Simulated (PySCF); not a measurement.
Vertical excitations of a molecule FH6NSi2 from TDA-PBE0/def2-SVPD run with PySCF, as energy in eV (oscillator strength): 6.61 (0.007), 7.64 (0.040), 7.75 (0.049), 7.92 (0.002), 8.13 (0.016), 8.19 (0.081), 8.34 (0.037), 8.49 (0.014), 8.64 (0.012), 8.68 (0.007). Lowest triplet (TDA): 6.23 eV. The structure is a stationary point at PBE0-D3(BJ)/def2-SVP. Other conformers were not sampled.

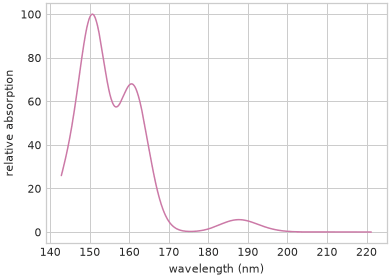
The lines broadened by 0.4 eV.

Problem. Identify the compound among the candidates.
A) N[SiH2][SiH2]F
B) F[SiH2]N[SiH3]
C) N[Si@H](F)[SiH3]

Solution. B, F[SiH2]N[SiH3]
